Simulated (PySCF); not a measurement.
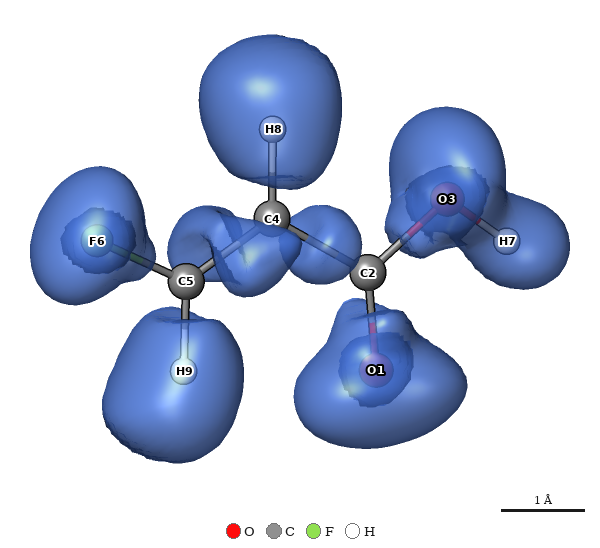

Figure. C$_{3}$H$_{3}$FO$_{2}$ (trans-CHF=CHCOOH). Isosurface of the ELF at 0.75 (blue), seen at a tilt. Core shells and regions of very low density are left out.

Geometry: PBE0-D3(BJ)/def2-SVP.

All numbers below come from CAM-B3LYP/def2-SVPD, SCF density, gas phase in PySCF 2.14.0.

```csv
atom,x (Å),y (Å),z (Å)
O,1.0867,-1.2691,-0.5632
C,0.9123,-0.1871,-0.0577
O,1.9215,0.5955,0.3467
C,-0.3960,0.4404,0.1927
C,-1.4980,-0.2255,-0.1562
F,-2.7089,0.2560,0.0281
H,2.7372,0.1102,0.1488
H,-0.4454,1.4276,0.6544
H,-1.4766,-1.2173,-0.6194
```

Describe the localisation domains.

The surface consists of two regions between bonded C–C atoms (shared pairs), two regions around hydrogen nuclei, one region on F in which the atom's valence shell and bonds are merged, one region on O in which the atom's valence shell and bonds are merged and one joined region spread over several atoms (H, O), in which their bonds and any lone pairs are merged. Along the contacts the grid gives the following. C–O (1.21 Å): the ELF peaks at about 0.90 between the atoms (a short, multiple covalent bond). C–F (1.32 Å): the ELF peaks at about 0.85 between the atoms: a shared but strongly polarised pair.
